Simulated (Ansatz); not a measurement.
# SiH3I + SiH3 radical: a complex and its separated parts, part 3 of 3

Ansatz 0.2.0, Gaussian basis.

### Step 18. RPA on PBE/def2-TZVPP

The inputs:

parta/in.yaml

```yaml
crystal:
  periodic: [false, false, false]
  atoms:
    - {symbol: I, position_ang: [-2.196615, -1.014261, -0.235941]}
    - {symbol: Si, position_ang: [-1.005823, 0.814125, -1.325351]}
    - {symbol: H, position_ang: [-1.920571, 1.457489, -2.296235]}
    - {symbol: H, position_ang: [-0.586749, 1.784050, -0.287613]}
    - {symbol: H, position_ang: [0.176429, 0.254738, -2.020099]}
basis:
  gaussian: {orbitals: def2-TZVPP}
hamiltonian: {xc: pbe}
correlation: {method: rpa}
```

partb/in.yaml

```yaml
crystal:
  periodic: [false, false, false]
  atoms:
    - {symbol: Si, position_ang: [1.239873, -0.690460, 1.265740]}
    - {symbol: H, position_ang: [0.434781, -0.269806, 2.441858]}
    - {symbol: H, position_ang: [1.230028, -2.168090, 1.107987]}
    - {symbol: H, position_ang: [2.628446, -0.167784, 1.349754]}
basis:
  gaussian: {orbitals: def2-TZVPP}
magnetization: {spin_polarized: true, initial_magnetization: 1}
hamiltonian: {xc: pbe}
correlation: {method: rpa}
```

The same command starts each run, in its folder.

Command:

```sh
$ ansatz run in.yaml --threads 8 --pin off --events-out ev --progress --plain --max-ram 19148MiB
```

Log of parta, shortened:

```text
Functional definition: PBE
  name "PBE"
  cite "Perdew, Burke & Ernzerhof, Phys. Rev. Lett. 77, 3865 (1996) doi:10.1103/PhysRevLett.77.3865"
  parent pbe
[...]
944 factors; integrals over basis functions are off by at most 6.0e-4 eV
[...]
mean field -16023.95923725 eV, -588.8696405394 hartree, gradient 6.2e-6 eV, S^2 0.000000; 0 other end points of the search recorded, 0 dependent functions left out
9 core orbitals not correlated: weight in the atoms' cores, before any rotation towards them, 1.000 or more for the frozen orbitals, at most 0.000 for the correlated occupied ones
reference -15982.83342689 eV, -587.3582948844 hartree; 12, 12 occupied and 113, 113 virtual orbitals, 944 factors
Total energy: -16006.90459191 eV, -588.2428938832 hartree
```

partb printed, shortened:

```text
Functional definition: PBE
  name "PBE"
  cite "Perdew, Burke & Ernzerhof, Phys. Rev. Lett. 77, 3865 (1996) doi:10.1103/PhysRevLett.77.3865"
  parent pbe
[...]
467 factors; integrals over basis functions are off by at most 1.1e-3 eV
[...]
mean field -7920.60649359 eV, -291.0769198594 hartree, gradient 2.3e-6 eV, S^2 0.752840; 0 other end points of the search recorded, 0 dependent functions left out
5 core orbitals not correlated: weight in the atoms' cores, before any rotation towards them, 1.000 or more for the frozen orbitals, at most 0.000 for the correlated occupied ones
reference -7908.18930631 eV, -290.6205966436 hartree; 4, 3 occupied and 75, 76 virtual orbitals, 467 factors
Total energy: -7915.41367446 eV, -290.8860872761 hartree
```

Times: 3.2 s (parta), 0.81 s (partb) on 8 threads of Intel Xeon at 2.50GHz, shared host.

### Step 19. CCSD(T)/def2-TZVPP

Edit parta/in.yaml of step 18 so:

```diff
@@ -10,3 +10,2 @@
   gaussian: {orbitals: def2-TZVPP}
-hamiltonian: {xc: pbe}
-correlation: {method: rpa}
+correlation: {method: ccsd_t}
```

Edit partb/in.yaml of step 18 so:

```diff
@@ -10,3 +10,3 @@
 magnetization: {spin_polarized: true, initial_magnetization: 1}
-hamiltonian: {xc: pbe}
-correlation: {method: rpa}
+correlation: {method: ccsd_t}
+scf: {omitted_lower_state_checks: [cluster_reference]}
```

Each run has its own folder and the same command.

Command:

```sh
$ ansatz run in.yaml --threads 8 --pin off --events-out ev --progress --plain --max-ram 19148MiB
```

Output in parta, shortened:

```text
Functional definition: HF
  name "HF"
  cite "Fock, Z. Phys. 61, 126 (1930) doi:10.1007/BF01340294"
  parent pbe
[...]
944 factors; integrals over basis functions are off by at most 6.0e-4 eV
[...]
mean field -15983.58296011 eV, -587.3858397225 hartree, gradient 1.9e-6 eV, S^2 0.000000; 0 other end points of the search recorded, 0 dependent functions left out
9 core orbitals not correlated: weight in the atoms' cores, before any rotation towards them, 1.000 or more for the frozen orbitals, at most 0.000 for the correlated occupied ones
reference -15983.58296011 eV, -587.3858397225 hartree; 12, 12 occupied and 113, 113 virtual orbitals, 944 factors
second order -17.06794414 eV of doubles, -0.00000000 eV of singles
cycle   1  -16.41764896 eV  change    6.5e-1 eV  update   8.0e-2
[...]
cycle   8  -16.89828328 eV  change   -1.4e-5 eV  update   1.6e-5
perturbative correction -0.39612621 eV, -0.0145573697 hartree
Total energy: -16000.87736960 eV, -588.0213975485 hartree
```

Log of partb, shortened:

```text
Functional definition: HF
  name "HF"
  cite "Fock, Z. Phys. 61, 126 (1930) doi:10.1007/BF01340294"
  parent pbe
[...]
467 factors; integrals over basis functions are off by at most 1.1e-3 eV
[...]
mean field -7908.64353720 eV, -290.6372893209 hartree, gradient 9.9e-6 eV, S^2 0.755036; 0 other end points of the search recorded, 0 dependent functions left out
[...]
reference -7908.64353720 eV, -290.6372893209 hartree; 4, 3 occupied and 75, 76 virtual orbitals, 467 factors
second order -3.17768750 eV of doubles, -0.00000000 eV of singles
cycle   1  -3.68587006 eV  change   -5.1e-1 eV  update   5.4e-2
[...]
cycle   9  -3.89190626 eV  change    7.1e-6 eV  update   7.1e-6
perturbative correction -0.09594265 eV, -0.0035258274 hartree
Total energy: -7912.63138612 eV, -290.7838400656 hartree
Checks for a lower state left out: cluster_reference
```

They took 8.5 s (parta), 1.7 s (partb) on 8 threads of Intel Xeon at 2.50GHz, shared host; peak memory 0.78 GiB.

### Step 20. Vibrations of SiH3I

vib-parta/in.yaml

```yaml
crystal:
  periodic: [false, false, false]
  atoms:
    - {symbol: I, position_ang: [-2.196615, -1.014261, -0.235941]}
    - {symbol: Si, position_ang: [-1.005823, 0.814125, -1.325351]}
    - {symbol: H, position_ang: [-1.920571, 1.457489, -2.296235]}
    - {symbol: H, position_ang: [-0.586749, 1.784050, -0.287613]}
    - {symbol: H, position_ang: [0.176429, 0.254738, -2.020099]}
basis:
  gaussian: {orbitals: def2-TZVP}
hamiltonian: {xc: pbe0, dispersion: d4}
phonons: {temperatures: {t_min: 298.15, t_max: 900, t_step: 200}}
```

Command:

```sh
$ ansatz run in.yaml --threads 8 --pin off --events-out ev --progress --plain --max-ram 19148MiB
```

The program printed, shortened:

```text
Functional definition: PBE0
  name "PBE0"
  cite "Adamo & Barone, J. Chem. Phys. 110, 6158 (1999) doi:10.1063/1.478522"
  cite "Perdew, Burke & Ernzerhof, Phys. Rev. Lett. 77, 3865 (1996) doi:10.1103/PhysRevLett.77.3865"
  parent pbe
[...]
818 factors; their error is unknown
[...]
mean field -16025.56297610 eV, -588.9285768548 hartree, gradient 4.6e-5 eV, S^2 0.000000; 0 other end points of the search recorded, 0 dependent functions left out
[...]
Atom 2 at    -1.920571     1.457489    -2.296235 Å, force    -0.000550    -0.000358     0.000103 eV/Å
Atom 3 at    -0.586749     1.784050    -0.287613 Å, force     0.001200     0.000334    -0.000723 eV/Å
Atom 4 at     0.176429     0.254738    -2.020099 Å, force     0.000638     0.001258     0.000351 eV/Å
Dipole moment:     0.116338     0.178598    -0.106399 e Å
Vibrations: 364.08 586.38 586.61 900.34 939.48 939.69 2243.35 2260.91 2260.95 cm⁻¹, zero-point energy 0.686983 eV
```

It took 42 s on 8 threads of Intel Xeon at 2.50GHz, shared host.

The modes, with what each moves most:

| mode | wavenumber (cm⁻¹) | character |
| --- | --- | --- |
| 1 | 364 | Si–I stretch |
| 2 | 586 | bend |
| 3 | 587 | bend |
| 4 | 900 | bend |
| 5 | 939 | bend |
| 6 | 940 | bend |
| 7 | 2243 | Si–H stretch |
| 8 | 2261 | Si–H stretch |
| 9 | 2261 | Si–H stretch |

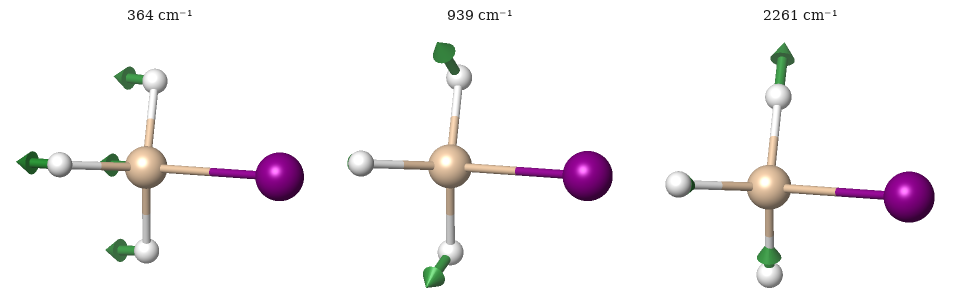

Displacements of 3 modes, as arrows.

Vibrational sums (real modes only):

```
T (K)  entropy (J/mol/K)  heat capacity (J/mol/K)
  298               10.2                     21.2
  498               25.0                     36.5
  698               39.0                     46.5
  898               51.6                     53.6
```

### Step 21. Vibrations of SiH3 radical

vib-partb/in.yaml

```yaml
crystal:
  periodic: [false, false, false]
  atoms:
    - {symbol: Si, position_ang: [1.239873, -0.690460, 1.265740]}
    - {symbol: H, position_ang: [0.434781, -0.269806, 2.441858]}
    - {symbol: H, position_ang: [1.230028, -2.168090, 1.107987]}
    - {symbol: H, position_ang: [2.628446, -0.167784, 1.349754]}
basis:
  gaussian: {orbitals: def2-TZVP}
magnetization: {spin_polarized: true, initial_magnetization: 1}
hamiltonian: {xc: pbe0, dispersion: d4}
phonons: {temperatures: {t_min: 298.15, t_max: 900, t_step: 200}}
```

Command:

```sh
$ ansatz run in.yaml --threads 8 --pin off --events-out ev --progress --plain --max-ram 19148MiB
```

The program printed, shortened:

```text
Functional definition: PBE0
  name "PBE0"
  cite "Adamo & Barone, J. Chem. Phys. 110, 6158 (1999) doi:10.1063/1.478522"
  cite "Perdew, Burke & Ernzerhof, Phys. Rev. Lett. 77, 3865 (1996) doi:10.1103/PhysRevLett.77.3865"
  parent pbe
[...]
400 factors; their error is unknown
[...]
mean field -7921.47174190 eV, -291.1087171484 hartree, gradient 2.1e-5 eV, S^2 0.752997; 0 other end points of the search recorded, 0 dependent functions left out
[...]
Atom 1 at     0.434781    -0.269806     2.441858 Å, force     0.000655    -0.000257    -0.001125 eV/Å
Atom 2 at     1.230028    -2.168090     1.107987 Å, force    -0.000009     0.001326    -0.000012 eV/Å
Atom 3 at     2.628446    -0.167784     1.349754 Å, force    -0.001297    -0.000420    -0.000175 eV/Å
Dipole moment:    -0.002865     0.002675    -0.005515 e Å
Vibrations: 747.24 926.77 926.79 2203.34 2241.54 2241.55 cm⁻¹, zero-point energy 0.575735 eV
```

Wall time 6 s (8 threads of Intel Xeon at 2.50GHz, shared host).

The modes, with what each moves most:

```csv
mode,wavenumber (cm⁻¹),character
1,747,bend
2,927,bend
3,927,bend
4,2203,Si–H stretch
5,2242,Si–H stretch
6,2242,Si–H stretch
```

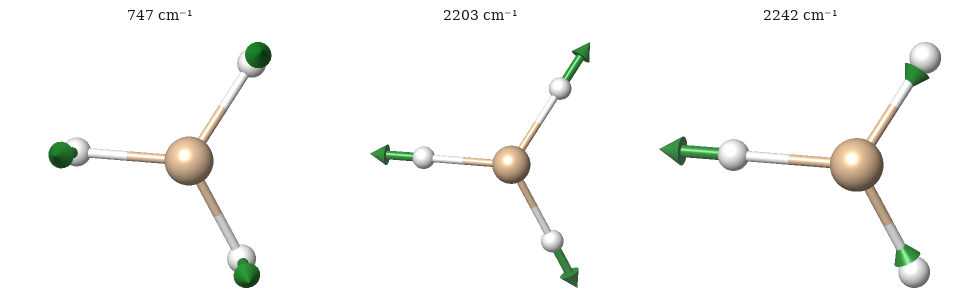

Displacements of 3 modes, as arrows.

Vibrational sums (real modes only):

```csv
T (K),entropy (J/mol/K),heat capacity (J/mol/K)
298,2.1,7.1
498,8.1,16.8
698,15.1,24.7
898,22.1,30.7
```

### Step 22. Complex less separated parts

The complex's own energies come from single points at the same levels.

Rows are in def2-TZVPP; times add the 3 runs of a level on a shared host, so small differences are noise.

Differences are taken before rounding.

| method | rung | complex less parts (kJ/mol) | from CCSD(T) (kJ/mol) | time |
| --- | --- | --- | --- | --- |
| SPW92 | LDA | -19.6 | -15.5 | 3.9 s |
| PBE-D4 | GGA | -13.4 | -9.4 | 5.3 s |
| BLYP-D4 | GGA | -11.0 | -6.9 | 5.1 s |
| r2SCAN-D4 | meta-GGA | -8.0 | -3.9 | 10 s |
| B97M-V | meta-GGA | -7.6 | -3.5 | 14 s |
| PBE0-D4 | hybrid | -11.4 | -7.3 | 8.2 s |
| B3LYP-D4 | hybrid | -10.3 | -6.2 | 9.7 s |
| r2SCAN0-D4 | hybrid | -8.2 | -4.1 | 13 s |
| BHLYP-D4 | hybrid | -10.4 | -6.3 | 9.2 s |
| CAM-B3LYP-D4 | range-separated hybrid | -7.0 | -2.9 | 9.7 s |
| wB97X-V | range-separated hybrid | -7.0 | -2.9 | 17 s |
| wB97M-V | range-separated hybrid | -7.1 | -3.0 | 18 s |
| B2PLYP | double hybrid | 0.9 | +5.0 | 13 s |
| PBE-QIDH | double hybrid | -4.3 | -0.2 | 13 s |
| RPA on PBE | RPA | -0.6 | +3.5 | 12 s |
| Hartree-Fock | wavefunction | 13.3 | +17.3 |  |
| MP2 | wavefunction | -4.5 | -0.5 |  |
| CCSD | wavefunction | -1.8 | +2.3 |  |
| CCSD(T) | wavefunction | -4.1 | 0 | 3.8 min |

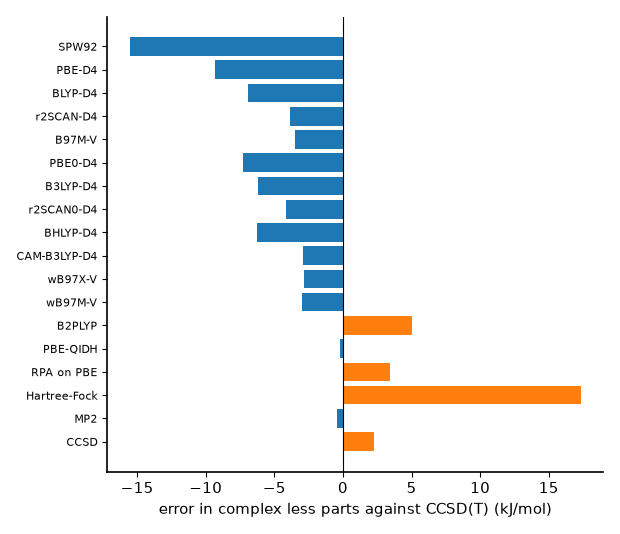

How far each level lands from CCSD(T).

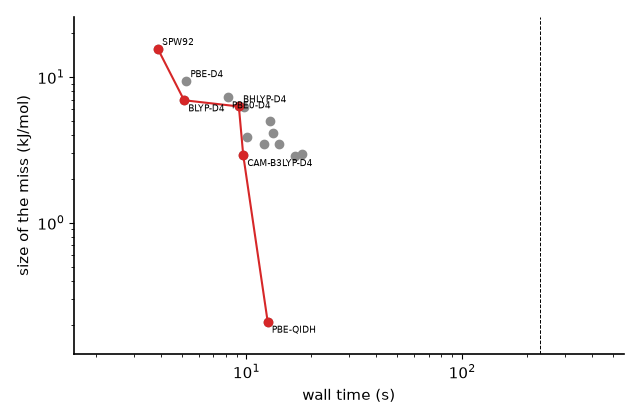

Miss against cost. Red marks the levels that no quicker level drawn beats (of those quicker than the yardstick), and the dashed line is the time of CCSD(T). Only those levels and the largest misses are named. Times are from a shared host.

For cost: PBE-QIDH gets within 0.2 kJ/mol in 13 s, where CCSD(T) took 3.8 min; the quickest level in the cost chart, SPW92, takes 3.9 s and misses by 15.5 kJ/mol.

The complex's zero-point energy, from a separate PBE0-D4 run, is 1.296 eV.

### Step 23. Summary of results

This closing draws on all 3 parts.

| quantity | value |
| --- | --- |
| complex less parts, CCSD(T)/def2-TZVPP | -4.1 kJ/mol |
| with zero-point energy | -0.8 kJ/mol |
| largest T1 diagnostic | 0.016 |

**Reading.** At CCSD(T) the complex lies 4.1 kJ/mol below its parts. Among the functionals PBE-QIDH lands nearest to CCSD(T) (-0.2 kJ/mol) and SPW92 farthest (-15.5 kJ/mol). By rung, the mean size of the error is: LDA 15.5, GGA 8.1, meta-GGA 3.7, hybrid 6.0, range-separated hybrid 2.9, double hybrid 2.6 kJ/mol. The double hybrids carry no dispersion term here, unlike the levels marked D4 or V. PBE-D4 gives a relative energy 9.4 kJ/mol too low, an error of 229 % of the reference. No counterpoise was applied, and triple zeta lacks some correlation, so the CCSD(T) reference has a basis error of its own, and close matches with it are partly luck.
